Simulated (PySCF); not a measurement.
# Sc+, Sc(2+): ionisation energy in pcseg-2

Each state of scandium is computed at each level; their differences give the ionisation energy. How far do the methods differ?

Program: PySCF 2.14.0. Level of theory: unrestricted determinants in a Gaussian basis, no spin-orbit coupling in the energies. These are calculated values, not measurements, unless marked.

## 1. The system

```
Element                                   : scandium (Z = 21)
Basis                                     : pcseg-2 (6s4p3d2f1g, 56 functions)
Hamiltonian                               : the non-relativistic Hamiltonian (point nucleus)
State 1                                   : Sc+: [Ar] 3d1 4s1, high-spin 3D determinant
State 2                                   : Sc(2+): [Ar] 3d1, 2D determinant
Methods                                   : UHF, PBE, M06-2X, MP2
Core shells frozen in the correlated runs : valence: [Ar] (for Sc+)
```

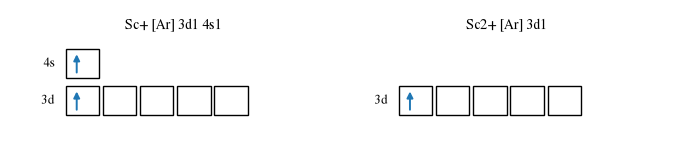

Outer shells as boxes.

One driver process ran all states and methods and kept the integrals in memory. Each run is shown as a PySCF script that sums up its settings (the driver passes frozen orbitals as a list and adds second-order terms of double hybrids); the logs are those of the runs themselves. The driver starts from symmetry-adapted Hartree-Fock orbitals, holds the occupation by maximum overlap and uses a logarithmic radial grid for functionals, so a plain start would take other cycles.

The driver's launch:

```
OMP_NUM_THREADS=1 python atomrun2.py TASK.json OUT
```

The integrals over 56 functions and the set-up took 0.35 s of CPU time.

## 2. Sc+

#### UHF

Contents of input.py:

```python
from pyscf import gto, scf, dft, mp, cc
import basis_set_exchange as bse
mol = gto.M(atom="Sc 0 0 0", charge=1, spin=2, symmetry="D2h",
            basis=gto.basis.parse(bse.get_basis("pcseg-2", elements=["Sc"], fmt="nwchem", header=False)))
mf = scf.UHF(mol)
mf.irrep_nelec = {'Ag': (4, 3), 'B1g': (1, 0), 'B1u': (2, 2), 'B2u': (2, 2), 'B3u': (2, 2)}
mf.kernel()
```

Log:

```text
damping factor = 0
level_shift factor = 0
DIIS = <class 'pyscf.scf.diis.CDIIS'>
diis_start_cycle = 1
diis_space = 10
diis_damp = 0
SCF conv_tol = 1e-09
SCF conv_tol_grad = None
number electrons alpha = 11  beta = 9
cycle= 1 E= -759.527667054492  delta_E= -0.00396  |g|= 0.023  |ddm|= 0.0408
cycle= 2 E= -759.527843704451  delta_E= -0.000177  |g|= 0.00599  |ddm|= 0.00978
cycle= 3 E= -759.527863103383  delta_E= -1.94e-05  |g|= 0.00111  |ddm|= 0.00544
cycle= 4 E= -759.527865792005  delta_E= -2.69e-06  |g|= 0.000458  |ddm|= 0.00323
cycle= 5 E= -759.527866901047  delta_E= -1.11e-06  |g|= 0.000329  |ddm|= 0.00207
cycle= 6 E= -759.527868014924  delta_E= -1.11e-06  |g|= 0.000225  |ddm|= 0.00272
cycle= 7 E= -759.527868905325  delta_E= -8.9e-07  |g|= 5.62e-05  |ddm|= 0.00449
cycle= 8 E= -759.527868937961  delta_E= -3.26e-08  |g|= 2.61e-06  |ddm|= 0.00103
cycle= 9 E= -759.527868937974  delta_E= -1.28e-11  |g|= 4.11e-07  |ddm|= 2.17e-05
converged SCF energy = -759.527868937974  <S^2> = 2.0019964  2S+1 = 3.0013306
```

It took 0.35 s on 1 thread of Neoverse-V1, shared host, the integrals not counted.

The occupied shells:

| shell | electrons | mean orbital energy (eV) | spread (eV) | rms radius (bohr) |
| --- | --- | --- | --- | --- |
| 1s α | 1 | -4520.1 | 0 | 0.0853 |
| 1s β | 1 | -4520.0 | 0 | 0.0853 |
| 2s α | 1 | -525.52 | 0 | 0.374 |
| 2s β | 1 | -525.00 | 0 | 0.374 |
| 2p α | 3 | -432.76 | 0.044 | 0.341 |
| 2p β | 3 | -432.32 | 0.521 | 0.341 |
| 3s α | 1 | -77.374 | 0 | 1.16 |
| 3s β | 1 | -75.534 | 0 | 1.16 |
| 3p α | 3 | -50.559 | 1.090 | 1.27 |
| 3p β | 3 | -48.529 | 1.543 | 1.27 |
| 3d α | 1 | -16.496 | 0 | 1.84 |
| 4s α | 1 | -12.234 | 0 | 3.71 |

⟨S²⟩ = 2.002, ⟨L²⟩ = 6.02.

#### PBE

input.py, as changed from the run before:

```diff
@@ -4,3 +4,3 @@
             basis=gto.basis.parse(bse.get_basis("pcseg-2", elements=["Sc"], fmt="nwchem", header=False)))
-mf = scf.UHF(mol)
+mf = dft.UKS(mol, xc="PBE")
 mf.irrep_nelec = {'Ag': (4, 3), 'B1g': (1, 0), 'B1u': (2, 2), 'B2u': (2, 2), 'B3u': (2, 2)}
```

Log:

```text
damping factor = 0
level_shift factor = 0
DIIS = <class 'pyscf.scf.diis.CDIIS'>
diis_start_cycle = 1
diis_space = 10
diis_damp = 0
SCF conv_tol = 1e-09
SCF conv_tol_grad = None
number electrons alpha = 11  beta = 9
XC functionals = PBE
    J. P. Perdew, K. Burke, and M. Ernzerhof.,  Phys. Rev. Lett. 77, 3865 (1996)
    J. P. Perdew, K. Burke, and M. Ernzerhof.,  Phys. Rev. Lett. 78, 1396 (1997)
    J. P. Perdew, K. Burke, and M. Ernzerhof.,  Phys. Rev. Lett. 77, 3865 (1996)
    J. P. Perdew, K. Burke, and M. Ernzerhof.,  Phys. Rev. Lett. 78, 1396 (1997)
cycle= 1 E= -760.157561840376  delta_E= -0.0054  |g|= 0.0147  |ddm|= 0.231
cycle= 2 E= -760.157611125262  delta_E= -4.93e-05  |g|= 0.00277  |ddm|= 0.00844
cycle= 3 E= -760.15761307669  delta_E= -1.95e-06  |g|= 0.000254  |ddm|= 0.00149
cycle= 4 E= -760.157613096765  delta_E= -2.01e-08  |g|= 0.000147  |ddm|= 0.000594
cycle= 5 E= -760.157613105741  delta_E= -8.98e-09  |g|= 3.78e-06  |ddm|= 0.000195
cycle= 6 E= -760.157613105748  delta_E= -6.59e-12  |g|= 4.06e-07  |ddm|= 1.46e-05
converged SCF energy = -760.157613105748  <S^2> = 2.0004643  2S+1 = 3.0003095
```

Time after the integrals: 0.91 s (1 thread of Neoverse-V1, shared host).

#### M06-2X

input.py, as changed from the run before:

```diff
@@ -4,3 +4,3 @@
             basis=gto.basis.parse(bse.get_basis("pcseg-2", elements=["Sc"], fmt="nwchem", header=False)))
-mf = dft.UKS(mol, xc="PBE")
+mf = dft.UKS(mol, xc="M062X")
 mf.irrep_nelec = {'Ag': (4, 3), 'B1g': (1, 0), 'B1u': (2, 2), 'B2u': (2, 2), 'B3u': (2, 2)}
```

Log:

```text
damping factor = 0
level_shift factor = 0
DIIS = <class 'pyscf.scf.diis.CDIIS'>
diis_start_cycle = 1
diis_space = 10
diis_damp = 0
SCF conv_tol = 1e-09
SCF conv_tol_grad = None
number electrons alpha = 11  beta = 9
XC functionals = M062X
    Y. Zhao and D. G. Truhlar.,  Theor. Chem. Acc. 120, 215 (2008)
    Y. Zhao and D. G. Truhlar.,  Theor. Chem. Acc. 120, 215 (2008)
cycle= 1 E= -760.370097040885  delta_E= -0.00362  |g|= 0.0114  |ddm|= 0.228
cycle= 2 E= -760.370239937849  delta_E= -0.000143  |g|= 0.00253  |ddm|= 0.0749
cycle= 3 E= -760.370256029868  delta_E= -1.61e-05  |g|= 0.00103  |ddm|= 0.0247
cycle= 4 E= -760.370259121341  delta_E= -3.09e-06  |g|= 0.000518  |ddm|= 0.00643
cycle= 5 E= -760.370261327774  delta_E= -2.21e-06  |g|= 0.000353  |ddm|= 0.00445
cycle= 6 E= -760.370263475633  delta_E= -2.15e-06  |g|= 0.000167  |ddm|= 0.00661
cycle= 7 E= -760.370264065479  delta_E= -5.9e-07  |g|= 1.27e-05  |ddm|= 0.00537
cycle= 8 E= -760.370264067718  delta_E= -2.24e-09  |g|= 9.53e-07  |ddm|= 0.000347
cycle= 9 E= -760.370264067721  delta_E= -2.39e-12  |g|= 2.49e-07  |ddm|= 5.5e-06
converged SCF energy = -760.370264067721  <S^2> = 2.0005082  2S+1 = 3.0003388
```

Time after the integrals: 3.1 s (1 thread of Neoverse-V1, shared host).

#### MP2 (valence)

input.py, as changed from the run before:

```diff
@@ -4,4 +4,5 @@
             basis=gto.basis.parse(bse.get_basis("pcseg-2", elements=["Sc"], fmt="nwchem", header=False)))
-mf = dft.UKS(mol, xc="M062X")
+mf = scf.UHF(mol)
 mf.irrep_nelec = {'Ag': (4, 3), 'B1g': (1, 0), 'B1u': (2, 2), 'B2u': (2, 2), 'B3u': (2, 2)}
 mf.kernel()
+mp.UMP2(mf, frozen=9).kernel()
```

No log was kept for this step.

It took 0.02 s on 1 thread of Neoverse-V1, shared host, the integrals not counted.

With 2 electrons correlated, the MP2 correlation energy is -0.00295 hartree (-0.00295 same spin, 0.00000 opposite spin); the SCS form gives -0.00098. Largest pairs of shells: 3d-4s -0.0029, 4s-4s 0.0000, 3d-3d 0.0000.

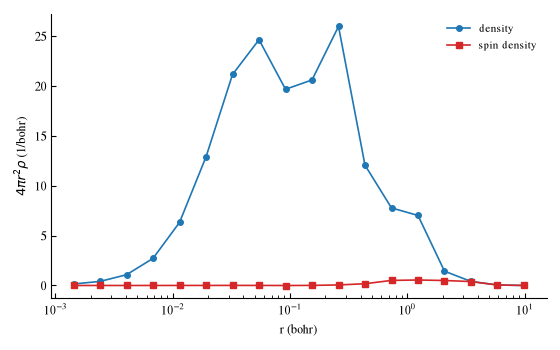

Radial density 4πr²ρ of Sc+ at UHF, at 18 stored radii joined by straight lines.

## 3. Sc(2+)

#### UHF

Contents of input.py:

```python
from pyscf import gto, scf, dft, mp, cc
import basis_set_exchange as bse
mol = gto.M(atom="Sc 0 0 0", charge=2, spin=1, symmetry="D2h",
            basis=gto.basis.parse(bse.get_basis("pcseg-2", elements=["Sc"], fmt="nwchem", header=False)))
mf = scf.UHF(mol)
mf.irrep_nelec = {'Ag': (3, 3), 'B1g': (1, 0), 'B1u': (2, 2), 'B2u': (2, 2), 'B3u': (2, 2)}
mf.kernel()
```

Log:

```text
damping factor = 0
level_shift factor = 0
DIIS = <class 'pyscf.scf.diis.CDIIS'>
diis_start_cycle = 1
diis_space = 10
diis_damp = 0
SCF conv_tol = 1e-09
SCF conv_tol_grad = None
number electrons alpha = 10  beta = 9
cycle= 1 E= -759.080658133018  delta_E= -0.00422  |g|= 0.0241  |ddm|= 0.0397
cycle= 2 E= -759.080843237645  delta_E= -0.000185  |g|= 0.00617  |ddm|= 0.00926
cycle= 3 E= -759.080859978987  delta_E= -1.67e-05  |g|= 0.000876  |ddm|= 0.0041
cycle= 4 E= -759.080860597917  delta_E= -6.19e-07  |g|= 0.000125  |ddm|= 0.00118
cycle= 5 E= -759.080860611254  delta_E= -1.33e-08  |g|= 2.88e-05  |ddm|= 0.000197
cycle= 6 E= -759.08086061209  delta_E= -8.35e-10  |g|= 5.73e-06  |ddm|= 4.78e-05
converged SCF energy = -759.08086061209  <S^2> = 0.75195211  2S+1 = 2.0019512
```

It took 0.28 s on 1 thread of Neoverse-V1, shared host, the integrals not counted.

Orbital energies by shell (radii are means over both spins):

| shell | electrons | mean orbital energy (eV) | spread (eV) | rms radius (bohr) |
| --- | --- | --- | --- | --- |
| 1s β | 1 | -4528.5 | 0 | 0.0853 |
| 1s α | 1 | -4528.5 | 0 | 0.0853 |
| 2s α | 1 | -533.74 | 0 | 0.374 |
| 2s β | 1 | -533.32 | 0 | 0.374 |
| 2p α | 3 | -441.08 | 0.041 | 0.341 |
| 2p β | 3 | -440.66 | 0.561 | 0.341 |
| 3s α | 1 | -85.409 | 0 | 1.16 |
| 3s β | 1 | -83.823 | 0 | 1.16 |
| 3p α | 3 | -58.814 | 1.140 | 1.27 |
| 3p β | 3 | -56.813 | 1.630 | 1.27 |
| 3d α | 1 | -24.796 | 0 | 1.73 |

⟨S²⟩ = 0.752, ⟨L²⟩ = 6.02.

#### PBE

input.py, as changed from the run before:

```diff
@@ -4,3 +4,3 @@
             basis=gto.basis.parse(bse.get_basis("pcseg-2", elements=["Sc"], fmt="nwchem", header=False)))
-mf = scf.UHF(mol)
+mf = dft.UKS(mol, xc="PBE")
 mf.irrep_nelec = {'Ag': (3, 3), 'B1g': (1, 0), 'B1u': (2, 2), 'B2u': (2, 2), 'B3u': (2, 2)}
```

Log:

```text
damping factor = 0
level_shift factor = 0
DIIS = <class 'pyscf.scf.diis.CDIIS'>
diis_start_cycle = 1
diis_space = 10
diis_damp = 0
SCF conv_tol = 1e-09
SCF conv_tol_grad = None
number electrons alpha = 10  beta = 9
XC functionals = PBE
    J. P. Perdew, K. Burke, and M. Ernzerhof.,  Phys. Rev. Lett. 77, 3865 (1996)
    J. P. Perdew, K. Burke, and M. Ernzerhof.,  Phys. Rev. Lett. 78, 1396 (1997)
    J. P. Perdew, K. Burke, and M. Ernzerhof.,  Phys. Rev. Lett. 77, 3865 (1996)
    J. P. Perdew, K. Burke, and M. Ernzerhof.,  Phys. Rev. Lett. 78, 1396 (1997)
cycle= 1 E= -759.678080087236  delta_E= -0.00419  |g|= 0.0141  |ddm|= 0.0714
cycle= 2 E= -759.678123845479  delta_E= -4.38e-05  |g|= 0.0025  |ddm|= 0.00663
cycle= 3 E= -759.678125375521  delta_E= -1.53e-06  |g|= 0.000175  |ddm|= 0.00113
cycle= 4 E= -759.678125384233  delta_E= -8.71e-09  |g|= 9.28e-05  |ddm|= 0.000261
cycle= 5 E= -759.678125387475  delta_E= -3.24e-09  |g|= 2.59e-06  |ddm|= 9.86e-05
cycle= 6 E= -759.678125387477  delta_E= -2.05e-12  |g|= 6.95e-08  |ddm|= 1.58e-06
converged SCF energy = -759.678125387477  <S^2> = 0.75048024  2S+1 = 2.0004802
```

Time after the integrals: 0.88 s (1 thread of Neoverse-V1, shared host).

#### M06-2X

input.py, as changed from the run before:

```diff
@@ -4,3 +4,3 @@
             basis=gto.basis.parse(bse.get_basis("pcseg-2", elements=["Sc"], fmt="nwchem", header=False)))
-mf = dft.UKS(mol, xc="PBE")
+mf = dft.UKS(mol, xc="M062X")
 mf.irrep_nelec = {'Ag': (3, 3), 'B1g': (1, 0), 'B1u': (2, 2), 'B2u': (2, 2), 'B3u': (2, 2)}
```

Log:

```text
damping factor = 0
level_shift factor = 0
DIIS = <class 'pyscf.scf.diis.CDIIS'>
diis_start_cycle = 1
diis_space = 10
diis_damp = 0
SCF conv_tol = 1e-09
SCF conv_tol_grad = None
number electrons alpha = 10  beta = 9
XC functionals = M062X
    Y. Zhao and D. G. Truhlar.,  Theor. Chem. Acc. 120, 215 (2008)
    Y. Zhao and D. G. Truhlar.,  Theor. Chem. Acc. 120, 215 (2008)
cycle= 1 E= -759.902565568541  delta_E= -0.00226  |g|= 0.00856  |ddm|= 0.0506
cycle= 2 E= -759.902586060253  delta_E= -2.05e-05  |g|= 0.0012  |ddm|= 0.00508
cycle= 3 E= -759.902586680118  delta_E= -6.2e-07  |g|= 0.000249  |ddm|= 0.00111
cycle= 4 E= -759.902586702553  delta_E= -2.24e-08  |g|= 4.99e-05  |ddm|= 0.000281
cycle= 5 E= -759.902586703682  delta_E= -1.13e-09  |g|= 5.88e-06  |ddm|= 5.54e-05
cycle= 6 E= -759.902586703705  delta_E= -2.24e-11  |g|= 7.25e-07  |ddm|= 8.34e-06
converged SCF energy = -759.902586703705  <S^2> = 0.7505097  2S+1 = 2.0005096
```

Time after the integrals: 2.1 s (1 thread of Neoverse-V1, shared host).

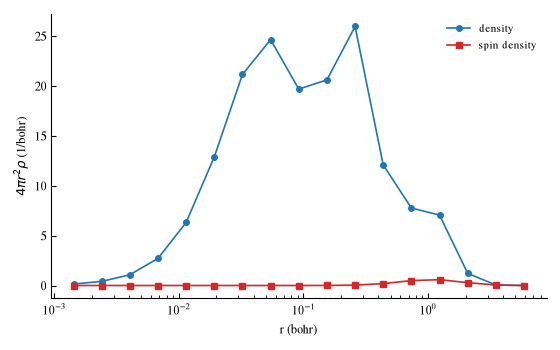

Radial density 4πr²ρ of Sc(2+) at UHF, at 17 stored radii joined by straight lines.

## 4. Orbital energies side by side

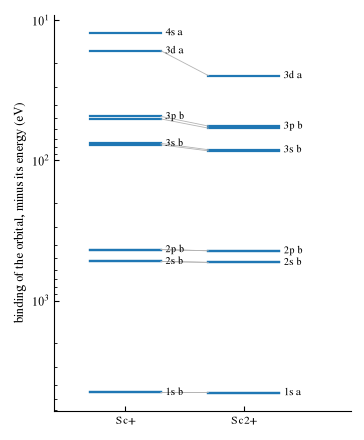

Hartree-Fock orbital energies of the states on a logarithmic scale (a, b: spin up and down; * marks an excited configuration).

## 5. Differences of total energies

Ionisation energy: Sc+ [Ar] 3d1 4s1 (3D) → Sc(2+) [Ar] 3d1 (2D).

| method | value (eV) | less the reference (eV) | CPU time, both states (s) |
| --- | --- | --- | --- |
| UHF | 12.164 | -0.636 | 0.63 |
| PBE | 13.048 | +0.248 | 1.8 |
| M06-2X | 12.726 | -0.074 | 5.2 |
| MP2 (valence) | 12.244 | -0.556 |  |
| SCS-MP2 (valence) | 12.190 | -0.609 |  |

Reference: 12.800 eV (measured; NIST Atomic Spectra Database, ionization energies). The reference lies between the lowest fine-structure levels, while these numbers refer to the centres of the terms. Errors of the correlated levels include the incompleteness of this basis.

Times are CPU seconds on a shared host without the integrals; correlated rows include their Hartree-Fock run, whose time holds the symmetry-adapted start and any spin-orbit constants, while functionals begin from orbitals already made.

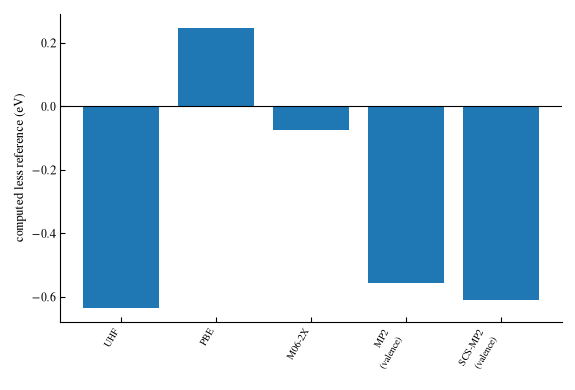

Computed less reference values by method, where the reference is not like for like or is itself uncertain.

## 6. Outcome

```
              quantity                                                  value
ionisation energy, Sc+  UHF 12.164, MP2 (valence) 12.244 eV; reference 12.800
```

In words: The methods span 0.884 eV, from UHF (12.164) to PBE (13.048). The reference is uncertain or not like for like (spin-orbit coupling or other relativistic terms), so no ranking of close methods is drawn. All values hold for this basis alone; no basis-set limit was taken.
